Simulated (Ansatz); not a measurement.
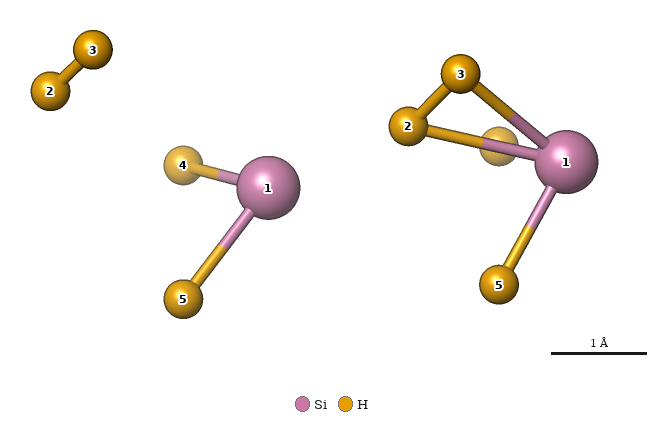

Two geometries of SiH4, drawn at one scale. One is the start of a relaxation, the other its converged end. The picture is a ball-and-stick view, seen from a free direction.

Computed with RKS LDA/def2-TZVP in Ansatz 0.2.0. Settings: no spin polarisation; force threshold 0.03 eV/Å; at most 50 steps.

Question: Which geometry has the lower energy?

Answer: The right one is the relaxed one. The run prepares an end point of a later path (reaction) calculation, from a guessed geometry. After 7 geometry steps the energy has fallen by 0.760 eV. The largest force component goes from 1.7 to 0.023 eV/Å. H2 moves most after the best rigid fit: 0.56 Å. Largest moves by element: H 0.56 Å, Si 0.50 Å. Near-neighbour distances that change, for instance: Si1–H3 2.652 → 1.648 Å, Si1–H2 2.652 → 1.733 Å, H2–H3 0.726 → 0.908 Å, Si1–H4 1.538 → 1.521 Å. New bonds form, among them: Si1–H2 (2.65 → 1.73 Å), Si1–H3 (2.65 → 1.65 Å). Bond angles that change, for instance: H4–Si1–H5 90.3° → 95.5°.

Limits of the set-up: the start holds two separate molecules, 2.6 Å apart at their closest, whose relative position is a soft coordinate and is computed without a dispersion correction.
